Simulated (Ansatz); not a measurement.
Consider Mg$_{16}$Ga$_{9}$P$_{9}$ (interface cell).

Input

```
crystal:
  lattice:
    - [6.742363756, 0.0, 0.0]
    - [-3.371181878, 5.8390582943, 0.0]
    - [0.0, 0.0, 19.9408127375]
  atoms:
    - { symbol: P, position: [0.3333333333, 0.6666666667, 0.0250742037] }
    - { symbol: P, position: [0.0, 1.0, 0.0250742037] }
    - { symbol: P, position: [0.6666666667, 0.3333333333, 0.0250742037] }
    - { symbol: Ga, position: [0.3333333333, 1.0, 0.0649218869] }
    - { symbol: Ga, position: [0.0, 0.3333333333, 0.0649218869] }
    - { symbol: Ga, position: [0.6666666667, 0.6666666667, 0.0649218869] }
    - { symbol: P, position: [0.3333333333, 1.0, 0.1844649365] }
    - { symbol: P, position: [0.0, 1.3333333333, 0.1844649365] }
    - { symbol: P, position: [0.6666666667, 0.6666666667, 0.1844649365] }
    - { symbol: Ga, position: [0.3333333333, 1.3333333333, 0.2243126197] }
    - { symbol: Ga, position: [0.0, 0.6666666667, 0.2243126197] }
    - { symbol: Ga, position: [0.6666666667, 1.0, 0.2243126197] }
    - { symbol: P, position: [0.3333333333, 1.3333333333, 0.3438556693] }
    - { symbol: P, position: [0.0, 1.6666666667, 0.3438556693] }
    - { symbol: P, position: [0.6666666667, 1.0, 0.3438556693] }
    - { symbol: Ga, position: [0.3333333333, 1.6666666667, 0.3837033525] }
    - { symbol: Ga, position: [0.0, 1.0, 0.3837033525] }
    - { symbol: Ga, position: [0.6666666667, 1.3333333333, 0.3837033525] }
    - { symbol: Mg, position: [1.1666666667, 1.8333333333, 0.5191040524] }
    - { symbol: Mg, position: [1.1666666667, 2.3333333333, 0.5191040524] }
    - { symbol: Mg, position: [1.6666666667, 1.8333333333, 0.5191040524] }
    - { symbol: Mg, position: [1.6666666667, 2.3333333333, 0.5191040524] }
    - { symbol: Mg, position: [1.3333333333, 2.1666666667, 0.6451346232] }
    - { symbol: Mg, position: [1.3333333333, 1.6666666667, 0.6451346232] }
    - { symbol: Mg, position: [1.8333333333, 2.1666666667, 0.6451346232] }
    - { symbol: Mg, position: [1.8333333333, 1.6666666667, 0.6451346232] }
    - { symbol: Mg, position: [1.1666666667, 1.8333333333, 0.7711651941] }
    - { symbol: Mg, position: [1.1666666667, 2.3333333333, 0.7711651941] }
    - { symbol: Mg, position: [1.6666666667, 1.8333333333, 0.7711651941] }
    - { symbol: Mg, position: [1.6666666667, 2.3333333333, 0.7711651941] }
    - { symbol: Mg, position: [1.3333333333, 2.1666666667, 0.8971957649] }
    - { symbol: Mg, position: [1.3333333333, 1.6666666667, 0.8971957649] }
    - { symbol: Mg, position: [1.8333333333, 2.1666666667, 0.8971957649] }
    - { symbol: Mg, position: [1.8333333333, 1.6666666667, 0.8971957649] }
basis:
  ecutwfc: 420
kpoints:
  mp_grid: { grid: [6, 6, 2] }
hamiltonian:
  xc: pbe
scf:
  occupations: { method: gaussian, width: 0.1 }
output:
  forces: true
  stress: true
  eigenvalues: true
  populations: true
  write_density: true
  write_potential: true
  elf: true
  volumetric_format: npy
relax:
  adjacent_minimum: "off"
  f_tol: 0.02
  max_steps: 70
  cell: { fix: [a, b, gamma, alpha, beta], stress_tol: 0.15 }
```

Run with:

```sh
ansatz run input.yaml --threads 8 --pin off --max-ram 20480MiB --backend cpu --events-out ev --progress --plain --runs-dir out
```

The fields are those of the relaxed geometry.

The calculation used DFT PBE, scalar-relativistic, plane waves, PAW (Ansatz 0.2.0).

Question: Predict the valence pseudo-density and electron localisation function between the atoms.

Answer: Ga–P (2.39 Å): the density is about 0.51 e/Å³ at the midpoint; the ELF peaks at about 0.90 between the atoms.
Mg–P (2.50 Å): ρ is about 0.36 e/Å³ halfway; the ELF peaks at about 0.95 in the valence shell of P, 1.1 Å from its nucleus, and is about 0.85 at the midpoint.
Ga–P (2.39 Å): ρ is about 0.51 e/Å³ halfway; the ELF peaks at about 0.90 between the atoms.

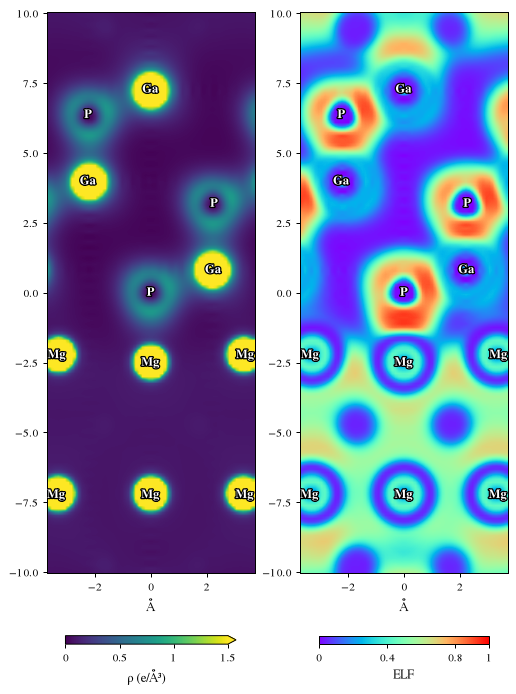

Computed valence pseudo-density and electron localisation function on the (010) plane of the calculation cell, in this order. 

The density is the valence pseudo-density of a PAW calculation; it isn't the true density close to the nuclei.
